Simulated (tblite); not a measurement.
**Run report: C₅H₇GeNS₂, saddle-point search**

System: C₅H₇GeNS₂, SMILES C=C[S][GeH2][c]1cncs1.
Method: GFN2-xTB saddle search (eigenvector following) and harmonic vibrations, gas phase (tblite 0.8.0).

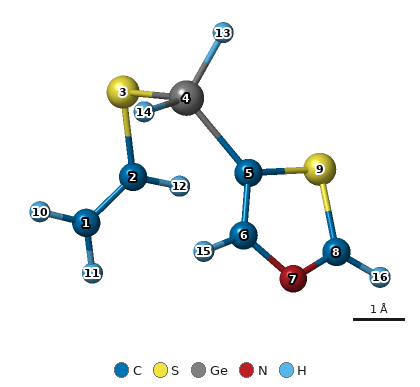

Fig. 1: The starting structure (ball-and-stick view, seen at a tilt; atoms are numbered from 1 in the order of the input). Sticks mark near contacts. Bond lengths as drawn: C–C 1.32 to 1.37 Å, C–Ge 1.94 Å, C–H 1.07 to 1.08 Å, C–N 1.28 to 1.35 Å, C–S 1.73 to 1.79 Å, Ge–H 1.50 to 1.51 Å and Ge–S 2.22 Å.

**Input**
```
{"job": {"xc": "GFN2-xTB", "basis": "xTB", "kind": "saddle"}, "charge": 0, "multiplicity": 1}
C      2.246890     1.170205    -1.071501
C      1.981855    -0.012740    -0.559495
S      2.396980    -0.448794     1.124457
Ge     0.366780    -0.271622     1.994357
C     -0.964786    -0.425785     0.591073
C     -1.655913     0.571263    -0.035221
N     -2.495125     0.178714    -1.015554
C     -2.472026    -1.092562    -1.175216
S     -1.395906    -1.942675    -0.113700
H      2.696572     1.950767    -0.481740
H      2.031895     1.394228    -2.103328
H      1.551653    -0.822854    -1.129827
H      0.185496    -1.335389     3.043310
H      0.163479     1.089214     2.624591
H     -1.575343     1.616782     0.206017
H     -3.062501    -1.618753    -1.898223
```

The first line tells a small driver script what to run in tblite; the rest is the geometry in Å.

Hardware: 1 CPU thread, shared host.

Run as:
```bash
OMP_NUM_THREADS=1 python <driver script> task.json out
```

**Output**
```
step      E/eV     max force
  0    -696.07352   0.0373
  1    -696.07624   0.0651
  2    -696.07839   0.1148
  3    -696.07732   0.0241
  4    -696.07839   0.0156
  5    -696.07990   0.0546
  6    -696.07896   0.0092
  7    -696.07995   0.0139
  8    -696.08084   0.0202
  9    -696.08170   0.0186
 10    -696.08268   0.0296
 11    -696.08364   0.0235
 12    -696.08459   0.0494
 13    -696.08410   0.0091
 14    -696.08467   0.0221
 15    -696.08506   0.0522
 16    -696.08485   0.0121
 17    -696.08506   0.0161
 18    -696.08534   0.0091
 19    -696.08569   0.0099
 20    -696.08596   0.0300
 21    -696.08582   0.0024
lowest wavenumbers (cm-1): -69.1 16.1 28.0 62.5 130.3 138.5
```

**Trajectory as extended XYZ (Å, eV, eV/Å), 12 frames, from step=0 to step=21**
```
16
Properties=species:S:1:pos:R:3:forces:R:3 step=0 energy=-696.07352
C     2.2469    1.1702   -1.0715    0.0150   0.0220  -0.0080
C     1.9819   -0.0127   -0.5595    0.0000  -0.0350   0.0130
S     2.3970   -0.4488    1.1245   -0.0090  -0.0090  -0.0050
Ge    0.3668   -0.2716    1.9944   -0.0010   0.0340  -0.0100
C    -0.9648   -0.4258    0.5911   -0.0030  -0.0030   0.0000
C    -1.6559    0.5713   -0.0352   -0.0030   0.0000  -0.0010
N    -2.4951    0.1787   -1.0156   -0.0010  -0.0080  -0.0030
C    -2.4720   -1.0926   -1.1752    0.0040  -0.0030   0.0040
S    -1.3959   -1.9427   -0.1137   -0.0030   0.0020   0.0000
H     2.6966    1.9508   -0.4817    0.0110   0.0020  -0.0010
H     2.0319    1.3942   -2.1033   -0.0120   0.0020   0.0050
H     1.5517   -0.8229   -1.1298    0.0000   0.0140  -0.0060
H     0.1855   -1.3354    3.0433    0.0010  -0.0060   0.0140
H     0.1635    1.0892    2.6246    0.0030  -0.0160  -0.0030
H    -1.5753    1.6168    0.2060   -0.0040   0.0040   0.0020
H    -3.0625   -1.6188   -1.8982    0.0020   0.0000  -0.0020
16
Properties=species:S:1:pos:R:3:forces:R:3 step=1 energy=-696.07624
C     2.2848    1.1703   -1.0485   -0.0010  -0.0340   0.0290
C     1.9757   -0.0198   -0.5750    0.0110   0.0240  -0.0220
S     2.3831   -0.5347    1.0902   -0.0450   0.0160  -0.0290
Ge    0.3713   -0.2509    1.9779    0.0210   0.0090   0.0050
C    -0.9790   -0.4245    0.5944   -0.0140   0.0090  -0.0130
C    -1.7071    0.5604   -0.0107    0.0100  -0.0190   0.0080
N    -2.5353    0.1571   -0.9962    0.0070  -0.0620  -0.0030
C    -2.4672   -1.1102   -1.1809    0.0010   0.0430   0.0130
S    -1.3593   -1.9430   -0.1383   -0.0120   0.0460   0.0000
H     2.7760    1.9118   -0.4387   -0.0220  -0.0430  -0.0300
H     2.0628    1.4388   -2.0693    0.0090  -0.0030   0.0370
H     1.5043   -0.7898   -1.1711    0.0260   0.0510   0.0310
H     0.1829   -1.2672    3.0745    0.0030   0.0130  -0.0110
H     0.2100    1.1402    2.5548    0.0070  -0.0240  -0.0130
H    -1.6636    1.6041    0.2513   -0.0010  -0.0300  -0.0070
H    -3.0393   -1.6426   -1.9144    0.0020   0.0060   0.0060
16
Properties=species:S:1:pos:R:3:forces:R:3 step=3 energy=-696.07732
C     2.2803    1.1740   -1.0302   -0.0020  -0.0190   0.0130
C     1.9800   -0.0268   -0.5804    0.0070   0.0160  -0.0110
S     2.3787   -0.5683    1.0776   -0.0170   0.0040  -0.0130
Ge    0.3766   -0.2461    1.9687    0.0080   0.0040   0.0020
C    -0.9803   -0.4238    0.5922   -0.0040   0.0020  -0.0040
C    -1.7084    0.5587   -0.0157    0.0020  -0.0060   0.0010
N    -2.5392    0.1521   -0.9976    0.0010  -0.0170   0.0000
C    -2.4731   -1.1154   -1.1767   -0.0010   0.0100   0.0040
S    -1.3644   -1.9443   -0.1327   -0.0040   0.0110   0.0010
H     2.7620    1.9078   -0.4054   -0.0060  -0.0160  -0.0080
H     2.0609    1.4594   -2.0463    0.0050   0.0000   0.0160
H     1.5192   -0.7889   -1.1924    0.0100   0.0200   0.0090
H     0.1841   -1.2450    3.0792    0.0010   0.0060  -0.0040
H     0.2337    1.1537    2.5255    0.0030  -0.0080  -0.0070
H    -1.6630    1.6029    0.2414   -0.0010  -0.0080  -0.0030
H    -3.0471   -1.6499   -1.9070   -0.0010   0.0000   0.0030
16
Properties=species:S:1:pos:R:3:forces:R:3 step=5 energy=-696.07990
C     2.3204    1.1950   -0.9902   -0.0130  -0.0480   0.0160
C     1.9952   -0.0189   -0.5936    0.0180   0.0440  -0.0140
S     2.3680   -0.6378    1.0448   -0.0350   0.0230  -0.0350
Ge    0.3820   -0.2380    1.9396    0.0170   0.0050   0.0050
C    -0.9926   -0.4308    0.5822   -0.0030  -0.0010  -0.0030
C    -1.7287    0.5442   -0.0277   -0.0040  -0.0050  -0.0050
N    -2.5743    0.1258   -0.9921    0.0030  -0.0040   0.0050
C    -2.5121   -1.1439   -1.1557   -0.0010   0.0040   0.0020
S    -1.3888   -1.9601   -0.1174   -0.0010   0.0030   0.0030
H     2.8111    1.8925   -0.3313   -0.0140  -0.0230  -0.0160
H     2.1139    1.5276   -1.9955    0.0090  -0.0120   0.0420
H     1.5251   -0.7458   -1.2409    0.0170   0.0240   0.0180
H     0.1827   -1.1978    3.0833    0.0020   0.0110  -0.0100
H     0.2737    1.1836    2.4498    0.0050  -0.0200  -0.0110
H    -1.6785    1.5915    0.2153   -0.0010  -0.0040  -0.0030
H    -3.0973   -1.6870   -1.8707    0.0020   0.0020   0.0060
16
Properties=species:S:1:pos:R:3:forces:R:3 step=7 energy=-696.07995
C     2.3446    1.1890   -1.0007   -0.0010  -0.0110   0.0070
C     1.9966   -0.0136   -0.5924    0.0050   0.0120  -0.0050
S     2.3659   -0.6241    1.0480   -0.0080   0.0040  -0.0100
Ge    0.3778   -0.2344    1.9389    0.0030   0.0020   0.0010
C    -0.9967   -0.4306    0.5820   -0.0060   0.0060  -0.0040
C    -1.7527    0.5404   -0.0102    0.0030  -0.0050   0.0010
N    -2.5947    0.1218   -0.9774    0.0040  -0.0080   0.0030
C    -2.5106   -1.1440   -1.1602   -0.0010   0.0010   0.0030
S    -1.3689   -1.9559   -0.1387   -0.0060   0.0040  -0.0020
H     2.8515    1.8817   -0.3500   -0.0020  -0.0080  -0.0040
H     2.1412    1.5167   -2.0073    0.0040  -0.0010   0.0130
H     1.5094   -0.7360   -1.2309    0.0040   0.0100   0.0040
H     0.1818   -1.1944    3.0820    0.0000   0.0040  -0.0030
H     0.2639    1.1853    2.4495    0.0020  -0.0050  -0.0050
H    -1.7203    1.5845    0.2485    0.0010  -0.0020  -0.0020
H    -3.0887   -1.6865   -1.8812   -0.0020  -0.0020   0.0030
16
Properties=species:S:1:pos:R:3:forces:R:3 step=9 energy=-696.08170
C     2.3689    1.2103   -0.9710   -0.0030  -0.0160   0.0090
C     2.0035    0.0008   -0.5994    0.0050   0.0160  -0.0080
S     2.3576   -0.6620    1.0241   -0.0040   0.0040  -0.0150
Ge    0.3805   -0.2357    1.9199    0.0000   0.0000  -0.0020
C    -1.0054   -0.4386    0.5754    0.0030  -0.0130   0.0020
C    -1.7488    0.5309   -0.0339   -0.0080   0.0000  -0.0090
N    -2.6050    0.1039   -0.9850   -0.0040  -0.0020  -0.0030
C    -2.5442   -1.1672   -1.1386   -0.0030   0.0110   0.0010
S    -1.4089   -1.9741   -0.1068    0.0060   0.0030   0.0090
H     2.8835    1.8764   -0.2985   -0.0060  -0.0110  -0.0070
H     2.1733    1.5705   -1.9680    0.0050  -0.0020   0.0150
H     1.5082   -0.6958   -1.2604    0.0080   0.0130   0.0080
H     0.1827   -1.1762    3.0780    0.0000   0.0010   0.0010
H     0.2873    1.1933    2.4069    0.0010   0.0000  -0.0030
H    -1.6961    1.5803    0.1997   -0.0020  -0.0070  -0.0050
H    -3.1372   -1.7167   -1.8424    0.0020   0.0050   0.0070
16
Properties=species:S:1:pos:R:3:forces:R:3 step=11 energy=-696.08364
C     2.4346    1.2288   -0.9311   -0.0050  -0.0200   0.0080
C     2.0302    0.0161   -0.6134    0.0070   0.0210  -0.0080
S     2.3432   -0.7192    0.9873   -0.0080   0.0080  -0.0140
Ge    0.3826   -0.2246    1.8820    0.0020   0.0010   0.0010
C    -1.0240   -0.4457    0.5614   -0.0040   0.0020  -0.0030
C    -1.7909    0.5127   -0.0372    0.0000  -0.0040  -0.0020
N    -2.6639    0.0716   -0.9663    0.0050  -0.0020   0.0040
C    -2.5938   -1.1998   -1.1130    0.0000  -0.0010   0.0020
S    -1.4277   -1.9891   -0.1017   -0.0040   0.0010   0.0000
H     2.9594    1.8517   -0.2257   -0.0080  -0.0110  -0.0090
H     2.2630    1.6347   -1.9150    0.0030  -0.0040   0.0160
H     1.5240   -0.6391   -1.3076    0.0080   0.0120   0.0090
H     0.1822   -1.1246    3.0715    0.0000   0.0020  -0.0030
H     0.3219    1.2220    2.3204    0.0010  -0.0050  -0.0030
H    -1.7440    1.5638    0.1888    0.0010  -0.0010  -0.0030
H    -3.1968   -1.7592   -1.8001    0.0000   0.0000   0.0040
16
Properties=species:S:1:pos:R:3:forces:R:3 step=13 energy=-696.08410
C     2.4510    1.2352   -0.9192   -0.0020  -0.0070   0.0040
C     2.0365    0.0223   -0.6173    0.0030   0.0080  -0.0030
S     2.3384   -0.7332    0.9756   -0.0030   0.0030  -0.0060
Ge    0.3830   -0.2230    1.8717    0.0010   0.0000   0.0000
C    -1.0294   -0.4481    0.5580   -0.0010   0.0000  -0.0010
C    -1.7979    0.5080   -0.0422    0.0000  -0.0010  -0.0020
N    -2.6761    0.0628   -0.9643    0.0020  -0.0010   0.0010
C    -2.6085   -1.2095   -1.1041   -0.0010   0.0000   0.0010
S    -1.4386   -1.9947   -0.0942   -0.0020   0.0000   0.0020
H     2.9780    1.8453   -0.2047   -0.0030  -0.0040  -0.0030
H     2.2861    1.6541   -1.8984    0.0020  -0.0010   0.0070
H     1.5279   -0.6208   -1.3206    0.0030   0.0060   0.0030
H     0.1828   -1.1135    3.0680    0.0000   0.0010  -0.0010
H     0.3310    1.2270    2.2989    0.0010  -0.0020  -0.0010
H    -1.7484    1.5603    0.1776    0.0010  -0.0010  -0.0030
H    -3.2157   -1.7720   -1.7848   -0.0010   0.0000   0.0030
16
Properties=species:S:1:pos:R:3:forces:R:3 step=15 energy=-696.08506
C     2.4620    1.2570   -0.8962   -0.0010  -0.0040   0.0020
C     2.0365    0.0415   -0.6213    0.0020   0.0050  -0.0020
S     2.3320   -0.7513    0.9545   -0.0010   0.0020  -0.0060
Ge    0.3841   -0.2318    1.8609    0.0000   0.0000  -0.0010
C    -1.0360   -0.4576    0.5557   -0.0100   0.0010  -0.0100
C    -1.7750    0.5011   -0.0774    0.0070  -0.0150   0.0040
N    -2.6663    0.0513   -0.9847    0.0030  -0.0520  -0.0030
C    -2.6373   -1.2275   -1.0809    0.0010   0.0440   0.0080
S    -1.4915   -2.0135   -0.0439   -0.0050   0.0420   0.0020
H     2.9954    1.8457   -0.1687   -0.0020  -0.0030  -0.0020
H     2.3005    1.6993   -1.8656    0.0020  -0.0010   0.0060
H     1.5211   -0.5806   -1.3383    0.0030   0.0040   0.0030
H     0.1870   -1.1184    3.0602    0.0000   0.0000   0.0000
H     0.3428    1.2201    2.2817    0.0000   0.0000  -0.0010
H    -1.6933    1.5592    0.1062    0.0000  -0.0290  -0.0060
H    -3.2617   -1.7946   -1.7422    0.0020   0.0080   0.0050
16
Properties=species:S:1:pos:R:3:forces:R:3 step=17 energy=-696.08506
C     2.4592    1.2555   -0.8985    0.0000  -0.0010   0.0010
C     2.0347    0.0405   -0.6207    0.0010   0.0020  -0.0010
S     2.3324   -0.7490    0.9562   -0.0010   0.0000  -0.0020
Ge    0.3840   -0.2319    1.8630    0.0000   0.0000  -0.0010
C    -1.0352   -0.4569    0.5567   -0.0040   0.0010  -0.0030
C    -1.7741    0.5016   -0.0763    0.0030  -0.0050   0.0010
N    -2.6640    0.0524   -0.9851    0.0010  -0.0160  -0.0010
C    -2.6341   -1.2255   -1.0827    0.0000   0.0120   0.0030
S    -1.4890   -2.0116   -0.0453   -0.0030   0.0120   0.0010
H     2.9930    1.8460   -0.1729    0.0000  -0.0010   0.0000
H     2.2964    1.6958   -1.8685    0.0010   0.0010   0.0030
H     1.5188   -0.5833   -1.3358    0.0010   0.0020   0.0010
H     0.1869   -1.1200    3.0611    0.0000   0.0000   0.0000
H     0.3414    1.2195    2.2857    0.0000   0.0000  -0.0010
H    -1.6933    1.5588    0.1087    0.0010  -0.0080  -0.0030
H    -3.2572   -1.7920   -1.7456   -0.0010   0.0010   0.0020
16
Properties=species:S:1:pos:R:3:forces:R:3 step=19 energy=-696.08569
C     2.4798    1.2707   -0.8786   -0.0020  -0.0080   0.0030
C     2.0424    0.0546   -0.6254    0.0030   0.0090  -0.0030
S     2.3265   -0.7669    0.9378   -0.0020   0.0030  -0.0060
Ge    0.3845   -0.2342    1.8488    0.0000   0.0000   0.0000
C    -1.0430   -0.4631    0.5520    0.0010  -0.0050   0.0000
C    -1.7717    0.4929   -0.0957   -0.0030   0.0000  -0.0040
N    -2.6724    0.0388   -0.9914    0.0000   0.0000  -0.0010
C    -2.6609   -1.2410   -1.0643   -0.0010   0.0030   0.0010
S    -1.5215   -2.0224   -0.0176    0.0020   0.0010   0.0040
H     3.0169    1.8418   -0.1397   -0.0030  -0.0040  -0.0040
H     2.3251    1.7311   -1.8407    0.0010  -0.0020   0.0070
H     1.5230   -0.5505   -1.3542    0.0030   0.0050   0.0040
H     0.1890   -1.1135    3.0536    0.0000   0.0000   0.0000
H     0.3528    1.2207    2.2600    0.0000  -0.0010  -0.0010
H    -1.6752    1.5522    0.0683    0.0000  -0.0020  -0.0030
H    -3.2955   -1.8113   -1.7129    0.0010   0.0020   0.0030
16
Properties=species:S:1:pos:R:3:forces:R:3 step=21 energy=-696.08582
C     2.4862    1.2741   -0.8734    0.0000   0.0000   0.0010
C     2.0452    0.0581   -0.6268    0.0000   0.0010   0.0000
S     2.3249   -0.7714    0.9327    0.0000   0.0000  -0.0010
Ge    0.3846   -0.2344    1.8446    0.0000   0.0000   0.0000
C    -1.0452   -0.4645    0.5505    0.0000   0.0000   0.0000
C    -1.7729    0.4907   -0.0998    0.0000   0.0000  -0.0010
N    -2.6763    0.0351   -0.9920    0.0000  -0.0010   0.0000
C    -2.6679   -1.2449   -1.0595   -0.0010   0.0000   0.0010
S    -1.5284   -2.0249   -0.0116   -0.0010   0.0000   0.0010
H     3.0237    1.8399   -0.1311    0.0000   0.0000   0.0000
H     2.3342    1.7396   -1.8333    0.0010   0.0010   0.0010
H     1.5253   -0.5419   -1.3591    0.0000   0.0010   0.0000
H     0.1895   -1.1111    3.0512    0.0000   0.0000   0.0000
H     0.3556    1.2214    2.2525    0.0000   0.0000   0.0000
H    -1.6736    1.5504    0.0596    0.0010  -0.0010  -0.0020
H    -3.3050   -1.8163   -1.7045   -0.0010   0.0000   0.0010
```

**Key numbers**

| quantity | value |
| --- | --- |
| outcome | converged |
| total energy | −696.0858 eV |
| point group | C1 |
| wall time | 17 s |
| peak memory | 0.19 GiB |
